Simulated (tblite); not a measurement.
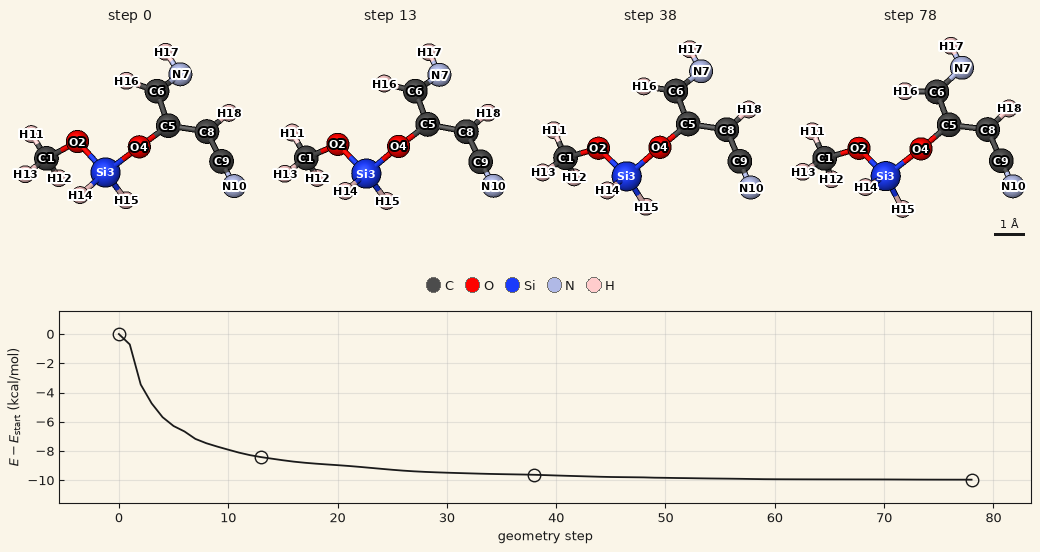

Frames of a relaxation of C5H8N2O2Si, marked on the history of the run. A ball-and-stick model, seen from a free direction.

Theory: GFN2-xTB geometry optimisation, gas phase in tblite 0.8.0. 

### Describe the path.

H16 moves most after the best rigid fit: 0.53 Å. Largest moves by element: H 0.53 Å, N 0.39 Å, O 0.30 Å, Si 0.13 Å, C 0.10 Å. Some distances before and after: O2–Si3 1.672 → 1.623 Å, O4–C5 1.375 → 1.335 Å, C5–C6 1.503 → 1.465 Å, Si3–H15 1.496 → 1.461 Å. Among the angles between lasting bonds that change: Si3–O4–C5 121.1° → 137.8°, C1–O2–Si3 117.4° → 128.4°, O4–Si3–H14 110.5° → 100.2°. Over 78 geometry steps the energy falls by 9.96 kcal/mol. From step 0 to 13: H14 moves most (0.27 Å), energy −8.41 kcal/mol. From step 13 to 38: H16 moves most (0.25 Å), energy −1.21 kcal/mol. From step 38 to 78: H16 moves most (0.26 Å), energy −0.33 kcal/mol.
